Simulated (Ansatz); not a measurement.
Bands of a (6,6) TiO2 nanotube, along its axis.

Calculation: PBE (plane waves to 420 eV, PAW; Ansatz, a quantum-chemistry and plane-wave program). Mesh 1×1×12. No spin polarisation, so a magnetic state wasn't tested. Periodic along z alone, with about 11 Å of vacuum beside it. A hypothetical model, rolled from the flat sheet. Only distortions within the start's symmetry and period were free.

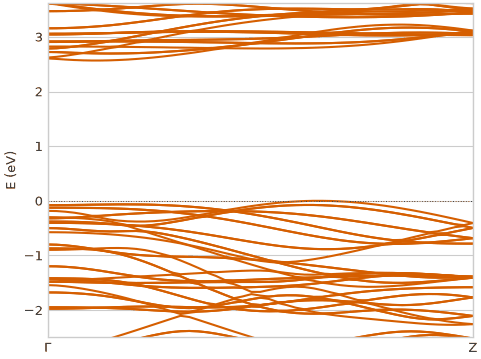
Bands from the zone centre to the zone edge (period 3.02 Å); the dotted line marks the highest filled level

Q: Is it a metal or a semiconductor at this level? Give what the bands show.

A: A semiconductor in PBE.
```
Quantity                                                        Result
--------  ------------------------------------------------------------
PBE gap   2.57 eV, indirect, from k = 0.323 × 2π/c to k = 0.052 × 2π/c
```
